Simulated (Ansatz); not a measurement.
# Ligand exchange: C3H7ClMg + BH2(NH2) → C3H9MgN + BH2Cl

Species: C3H7ClMg `C[CH](C)[Mg][Cl]`, singlet; BH2(NH2), singlet; C3H9MgN `C[CH](C)[Mg][NH2]`, singlet; BH2Cl `BCl`, singlet. The partners trade Cl for NH2: Mg–Cl and B–NH2 bonds give way to Mg–NH2 and B–Cl.

Shapes, held fixed at every level: PBE0-D4/def2-TZVP. Programs: Ansatz 0.2.0. Electronic energies: no zero-point or thermal term.

```
               level                    kind  ΔE (kJ/mol)  less CCSD(T)/def2-TZVPP
         HF/def2-SVP            Hartree–Fock       +228.3                    +30.3
   PBE-D4/def2-TZVPP                     GGA       +201.0                     +3.0
r2SCAN-D4/def2-TZVPP                meta-GGA       +206.0                     +8.0
 B3LYP-D4/def2-TZVPP           global hybrid       +205.8                     +7.8
  wB97M-V/def2-TZVPP  range-separated hybrid       +205.0                     +7.0
        MP2/def2-SVP     perturbation theory       +213.9                    +15.9
     CCSD/def2-TZVPP   coupled cluster or CI       +200.2                     +2.2
  CCSD(T)/def2-TZVPP   coupled cluster or CI       +198.0                      0.0
```

The highest level, CCSD(T)/def2-TZVPP, gives ΔE = +198.0 kJ/mol; the levels span +198.0 to +228.3. The column of differences is taken from that level and isn't an error. No measured value is set beside it here. Outer-core shells of Mg are correlated, in sets that cover them unevenly.

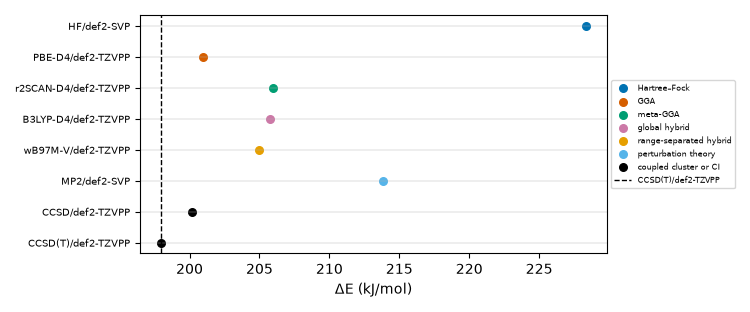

The values of the table, level by level.
